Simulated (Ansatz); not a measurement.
```csv
atom,x (Å),y (Å),z (Å)
S,-1.2511,0.4190,-0.0756
C,0.2082,-0.3587,0.3485
Se,1.7966,-0.2380,-0.4037
H,-0.7609,1.1073,-1.1249
H,0.0571,-1.0030,1.2143
```

Geometry: PBE0-D4/def2-TZVP.

The calculation used Ansatz 0.2.0, RKS PBE0-D4/def2-TZVPP.

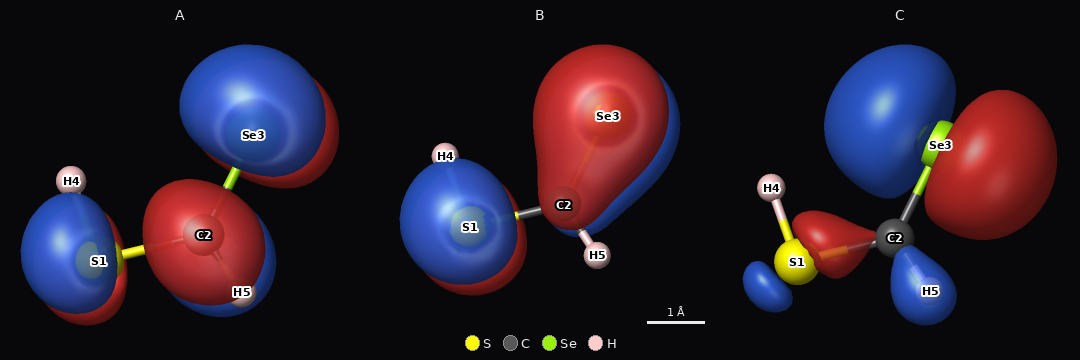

CH2SSe. Three frontier orbitals at ±0.1 Å⁻³ᐟ² (blue and red are the two phases), in no order.

**Order the three orbitals by energy and name them.**

B is the HOMO−1 (−7.23 eV). It lies mainly on Se3 (about 50 %), S1 (about 35 %) and C2 (about 10 %); it changes sign across the molecular plane (π type); π-antibonding (a node) across S1–C2. C is the HOMO (−6.40 eV). It lies mainly on Se3 (about 85 %) and C2 (about 5 %); it is symmetric in the molecular plane (an in-plane orbital: σ, lone-pair or in-plane π type); largely a lone pair of Se3. A is the LUMO (−2.50 eV). It lies mainly on Se3 (about 40 %), C2 (about 35 %) and S1 (about 20 %); it changes sign across the molecular plane (π type); π-antibonding (a node) across S1–C2 and C2–Se3.

**What is the HOMO–LUMO gap?**

3.90 eV between the orbital energies.
